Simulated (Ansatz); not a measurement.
**CH3F2Si (SMILES C[Si](F)F): UB3LYP/6-311+G(d,p)**

What is the electronic atomisation energy of CH3F2Si at UB3LYP/6-311+G**? 

The results are computed with Ansatz 0.2.0.

34 further runs of the same task are left out: 34 set aside as unsound or not needed.

## (1) The structure to begin with

CH3F2Si: 7 atoms, total charge 0, spin state doublet. SMILES: `C[Si](F)F`. The shape is that of a PBE0-D4/def2-TZVP optimisation.

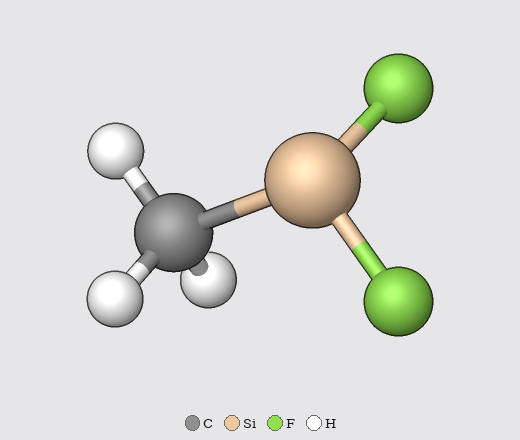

Viewed from a chosen angle; carbon grey, silicon light orange, fluorine green, hydrogen white.

## (2) A single-point energy at UB3LYP/6-311+G(d,p)

input.yaml reads:

```yaml
crystal:
  periodic: [false, false, false]
  atoms:
    - symbol: C
      position_ang: [-0.274200, 0.729000, -0.218000]
    - symbol: Si
      position_ang: [0.785100, -0.790400, -0.045500]
    - symbol: F
      position_ang: [1.077400, -1.037600, 1.505800]
    - symbol: F
      position_ang: [-0.050900, -2.056800, -0.546000]
    - symbol: H
      position_ang: [-0.539200, 0.893800, -1.263500]
    - symbol: H
      position_ang: [0.252700, 1.607700, 0.157300]
    - symbol: H
      position_ang: [-1.189800, 0.586300, 0.364200]
basis:
  gaussian:
    orbitals: 6-311+G_st__st_-spherical.json
output: {orbitals: {seedname: orbitals}}
accuracy: high
hamiltonian:
  xc: {name: B3LYP}
magnetization:
  spin_polarized: true
  initial_magnetization: 1
```

The basis set 6-311+G** is read from a file made from the Basis Set Exchange's data (not shown).

The run is started by

```sh
$ ansatz run input.yaml --threads 1 --pin off --max-ram 3480MiB --events-out events.jsonl --progress --plain --runs-dir runs
```

What it wrote:

```text
Warning: RAYON_NUM_THREADS=1 ignored (pool sized by the plan → 1); use --threads N
Functional definition: B3LYP
  name "B3LYP"
  parameter a0 = 0.2
  parameter ax = 0.72
  parameter ac = 0.81
  exchange = (1 - a0 - ax)*slater_x + ax*b88_x + a0*exact_x
  correlation = (1 - ac)*vwn_rpa_c + ac*lyp_c
2125 factors; integrals over basis functions are off by at most 5.8e-9 eV
mean field evaluation 1: about -14392.8630 eV, gradient 5.0e1 eV
mean field evaluation 2: about -14384.0597 eV, gradient 6.9e1 eV
mean field evaluation 4: about -14402.1890 eV, gradient 4.0e0 eV
mean field evaluation 8: about -14402.3553 eV, gradient 1.0e-1 eV
mean field evaluation 16: about -14402.3554 eV, gradient 7.1e-5 eV
mean field -14402.35537339 eV, -529.2767977051 hartree, gradient 4.6e-8 eV, S^2 0.751338; 0 other end points of the search recorded, 0 dependent functions left out
reference -14402.35541729 eV, -529.2767993181 hartree; 21, 20 occupied and 93, 94 virtual orbitals, 2125 factors
Total energy: -14402.35541729 eV, -529.2767993181 hartree
```

It took 13 s on 1 thread of Arm Neoverse V2, shared host; peak memory 0.5 GiB.

## (3) The C atom at the same level

in.yaml reads:

```yaml
crystal:
  periodic: [false, false, false]
  atoms:
    - {symbol: C, position_ang: [0.000000, 0.000000, 0.000000]}
basis:
  gaussian:
    orbitals: 6-311+G_st__st_.json
total_charge: 0
magnetization:
  spin_polarized: true
  initial_magnetization: 2
hamiltonian:
  xc: {name: B3LYP}
accuracy: high
```

The basis set 6-311+G** is read from a file made from the Basis Set Exchange's data (not shown).

The run is started by

```sh
$ ansatz run in.yaml --threads 1 --pin off --max-ram 3480MiB --events-out events.jsonl --progress --plain --runs-dir runs
```

What it wrote (excerpt; [...] marks lines left out):

```text
Warning: RAYON_NUM_THREADS=1 ignored (pool sized by the plan → 1); use --threads N
[... 7 set-up lines as earlier in the session ...]
169 factors; integrals over basis functions are off by at most 2.6e-9 eV
mean field evaluation 1: about -1029.9818 eV, gradient 5.4e0 eV
mean field evaluation 2: about -1030.1082 eV, gradient 2.6e0 eV
mean field evaluation 4: about -1030.1485 eV, gradient 2.8e-1 eV
mean field evaluation 8: about -1030.1487 eV, gradient 8.1e-4 eV
mean field -1030.14867895 eV, -37.8572656916 hartree, gradient 1.2e-8 eV, S^2 2.003143; 0 other end points of the search recorded, 0 dependent functions left out
reference -1030.14870464 eV, -37.8572666355 hartree; 4, 2 occupied and 18, 20 virtual orbitals, 169 factors
Total energy: -1030.14870464 eV, -37.8572666355 hartree
```

It took 0.3 s on 1 thread of Arm Neoverse V2, shared host.

## (4) The F atom at the same level

in.yaml reads:

```yaml
crystal:
  periodic: [false, false, false]
  atoms:
    - {symbol: F, position_ang: [0.000000, 0.000000, 0.000000]}
basis:
  gaussian: {orbitals: 6-311+G_st__st_.json}
magnetization: {spin_polarized: true, initial_magnetization: 1}
hamiltonian: {xc: {name: B3LYP}}
accuracy: high
```

The basis set 6-311+G** is read from a file made from the Basis Set Exchange's data (not shown).

Run the same way, it converges to -99.76058 Eh (log not shown).

## (5) The H atom

input.yaml reads:

```yaml
crystal:
  periodic: [false, false, false]
  atoms:
    - {symbol: H, position_ang: [0.000000, 0.000000, 0.000000]}
basis:
  gaussian: {orbitals: 6-311+G_st__st_.json}
accuracy: high
hamiltonian: {xc: {name: B3LYP}}
magnetization: {spin_polarized: true, initial_magnetization: 1}
```

The basis set 6-311+G** is read from a file made from the Basis Set Exchange's data (not shown).

Run the same way, it converges to -0.50216 Eh (log not shown).

## (6) The Si atom at the same level

run.yaml reads:

```yaml
crystal:
  periodic: [false, false, false]
  atoms:
    - {symbol: Si, position_ang: [0.000000, 0.000000, 0.000000]}
basis:
  gaussian:
    orbitals: 6-311+G_st__st_-spherical.json
magnetization:
  spin_polarized: true
  initial_magnetization: 2
hamiltonian:
  xc: {name: B3LYP}
accuracy: high
```

The basis set 6-311+G** is read from a file made from the Basis Set Exchange's data (not shown).

Run the same way, it converges to -289.39417 Eh (log not shown).

## (7) Outcome

At UB3LYP/6-311+G**:

| quantity | value |
| --- | --- |
| molecule: total energy | -529.27680 Eh |
| molecule: HOMO energy (highest over α and β) | -6.41 eV |
| molecule: LUMO energy (lowest over α and β) | -3.15 eV |
| molecule: ⟨S²⟩ | 0.751 |
| C atom: total energy | -37.85727 Eh |
| C atom: ⟨S²⟩ | 2.003 |
| F atom: total energy | -99.76058 Eh |
| F atom: ⟨S²⟩ | 0.751 |
| H atom: total energy | -0.50216 Eh |
| H atom: ⟨S²⟩ | 0.750 |
| Si atom: total energy | -289.39417 Eh |
| Si atom: ⟨S²⟩ | 2.002 |
| electronic atomisation energy | 27.150 eV |

Taking the molecule apart into free atoms costs 27.15 eV (2620 kJ/mol), before zero-point energy and without spin-orbit coupling.
